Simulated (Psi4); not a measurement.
# [SiH3]− (SMILES [SiH3-]): a chain of runs, part 2 of 2

Psi4 1.11. The steps go on from the part before.

**3. Vibrational wavenumbers at B97-3c/def2-mTZVP (density fitting) (run 2)**

h3si.dat reads:

```
memory 1600 mb

molecule {
  -1 1
  Si     1.02118343    -0.09593006    -0.56935369
  H      0.79496243     1.17791921     2.06023422
  H     -0.57625686    -2.42646882     0.20862954
  H     -1.27461082     1.34790574    -1.67982669
  units au
  symmetry c1
}

set globals {
  reference                  rks
  t                          600.0
  rotational_symmetry_number 3
}

frequency('b97-3c')
```

On the command line:

```
$ psi4 h3si.dat h3si.out -n 1
```

h3si.out, cut to the lines that bear on the results:

```text
[...]
  Running in c1 symmetry.
[...]
  Nuclear repulsion =   15.032732762924081
[...]
  Multiplicity = 1
[...]
  Nalpha       = 9
  Nbeta        = 9
[...]
    Number of basis functions: 31
[...]
   @DF-RKS iter   1:  -291.05582050376722   -2.41853e-01   1.37757e-02 ADIIS/DIIS
[...]
   @DF-RKS iter  10:  -291.20576370967689   -3.41061e-13   4.11928e-10 DIIS
[...]
    Orbital Energies [Eh]
    ---------------------
    Doubly Occupied:
       1A    -65.132434     2A     -4.827897     3A     -3.242774
       4A     -3.242772     5A     -3.238969     6A     -0.223508
       7A     -0.054993     8A     -0.054827     9A      0.050878
[...]
  @DF-RKS Final Energy:  -291.20576370967689
   => Energetics <=
    Nuclear Repulsion Energy =             15.0287738258691199
    One-Electron Energy =                -437.1601092973709228
    Two-Electron Energy =                 153.0105516742568454
    DFT Exchange-Correlation Energy =     -22.0770919609242355
    Empirical Dispersion Energy =          -0.0078879515077371
    VV10 Nonlocal Energy =                  0.0000000000000000
    Total Energy =                       -291.2057637096768872
[...]
  -Total Gradient:
     Atom            X                  Y                   Z
    ------   -----------------  -----------------  -----------------
       1        0.000137883817     0.000063419322    -0.000014786356
       2        0.000034451341    -0.000065184195     0.000033542162
       3       -0.000018187335    -0.000096009354     0.000082690438
       4       -0.000089394656     0.000089519571    -0.000132829048
[...]
  ==> Harmonic Vibrational Analysis <==
[...]
  Freq [cm^-1]                 884.5679            957.0873            957.5333
[...]
  IR activ [km/mol]            145.0231            40.7107             40.6460
[...]
  Freq [cm^-1]                1811.8220           1812.0295           1823.4474
[...]
  IR activ [km/mol]            632.3930            632.8499            445.8828
[...]
  Total E_0, Enthalpy at 0 [K]                                                         -291.18698011 [Eh]
[...]
  Total H, Enthalpy at  600.00 [K]                                                     -291.17753068 [Eh]
[...]
  Total G, Gibbs energy at  600.00 [K]                                                 -291.23346551 [Eh]
[...]
```

Run time: 41 s. Hardware: 1 thread of Intel Xeon Platinum 8488C (Sapphire Rapids), shared host; peak memory 0.3 GiB.

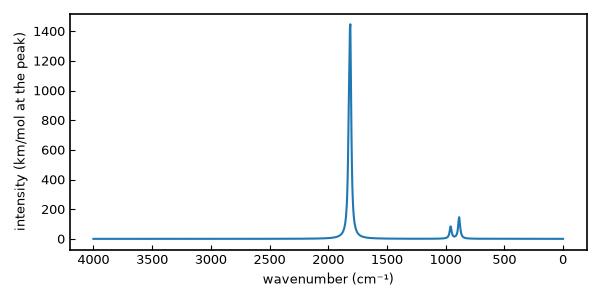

Harmonic infrared spectrum, unscaled, lines broadened by 10 cm⁻¹.

**4. A single-point energy at MP2-F12/cc-pVDZ-F12 (density fitting, density fitting for correlation) (run 3)**

input.in reads:

```
memory 1.6 GB

molecule system {
  -1 1
  Si     0.540387    -0.050764    -0.301289
  H      0.420676     0.623328     1.090229
  H     -0.304942    -1.284032     0.110402
  H     -0.674495     0.713281    -0.888926
}

set globals {
  freeze_core true
}

e, wfn = energy('mp2-f12/cc-pVDZ-F12', return_wfn=True)
print_variables()
```

On the command line:

```
$ psi4 input.in input.out -n 1
```

input.out, cut to the lines that bear on the results:

```text
[...]
  Running in c1 symmetry.
[...]
  Nuclear repulsion =   15.032732748354908
[...]
  Multiplicity = 1
[...]
  Nalpha       = 9
  Nbeta        = 9
[...]
    Number of basis functions: 66
[...]
   @DF-RHF iter   1:  -290.59513264918860   -5.37697e-01   3.77146e-03 ADIIS/DIIS
[...]
   @DF-RHF iter  10:  -290.64814122160413   -5.68434e-12   4.86208e-09 DIIS
[...]
    Orbital Energies [Eh]
    ---------------------
    Doubly Occupied:
       1A    -68.526915     2A     -5.872146     3A     -3.976724
       4A     -3.976724     5A     -3.975819     6A     -0.456890
       7A     -0.220686     8A     -0.220685     9A     -0.071088
[...]
  @DF-RHF Final Energy:  -290.64814122160413
   => Energetics <=
    Nuclear Repulsion Energy =             15.0327327483549080
    One-Electron Energy =                -436.7663951701147198
    Two-Electron Energy =                 131.0855212001556538
    Total Energy =                       -290.6481412216041349
[...]
 Multipole Moments:
 ------------------------------------------------------------------------------------
     Multipole            Electronic (a.u.)      Nuclear  (a.u.)        Total (a.u.)
 ------------------------------------------------------------------------------------
 L = 1.  Multiply by 2.5417464519 to convert [e a0] to [Debye]
 Dipole X            :          1.7851763           -1.8427516           -0.0575753
 Dipole Y            :         -0.1677793            0.1731817            0.0054024
 Dipole Z            :         -0.9954595            1.0275584            0.0320989
 Magnitude           :                                                    0.0661396
[...]
```

Wall time 12 s (1 thread of Intel Xeon Platinum 8488C (Sapphire Rapids), shared host); peak memory 0.68 GiB.

**5. Results**

This closing draws on all 2 parts.

| quantity | value |
| --- | --- |
| run 1, B97-3c/def2-mTZVP: total energy at the end | -291.20577 Eh |
| run 1, B97-3c/def2-mTZVP: HOMO energy | 1.38 eV |
| run 1, B97-3c/def2-mTZVP: LUMO energy | 5.87 eV |
| run 1, B97-3c/def2-mTZVP: HOMO–LUMO gap (to an unbound level, set by the basis) | 4.48 eV |
| run 2, B97-3c/def2-mTZVP: lowest harmonic wavenumber | 885 cm⁻¹ |
| run 2, B97-3c/def2-mTZVP: highest harmonic wavenumber | 1823 cm⁻¹ |
| run 2, B97-3c/def2-mTZVP: zero-point energy | 49.3 kJ/mol |
| run 2, B97-3c/def2-mTZVP: ideal-gas entropy at 600 K (symmetry number 3 as used) | 58.5 cal/(mol K) |
| run 3, MP2-F12/cc-pVDZ-F12: total energy | -290.81740 Eh |
| run 3, MP2-F12/cc-pVDZ-F12: HOMO energy (Hartree–Fock orbitals) | -1.93 eV |
| run 3, MP2-F12/cc-pVDZ-F12: LUMO energy (Hartree–Fock orbitals) | 5.18 eV |
| run 3, MP2-F12/cc-pVDZ-F12: HOMO–LUMO gap (to an unbound level, set by the basis) | 7.12 eV |
| run 3, MP2-F12/cc-pVDZ-F12: correlation energy (5 core orbitals frozen) | -167.1 mEh |

What this shows: The optimisation (run 1, B97-3c/def2-mTZVP) took 5 steps and changed the energy by -0.001 eV. The HOMO (run 1, B97-3c/def2-mTZVP) lies at positive energy, 1.38 eV, as semi-local functionals often give for anions; only total energies tell whether the electron is bound. All 6 modes (run 2, B97-3c/def2-mTZVP) are real, so the shape is a minimum at this level.
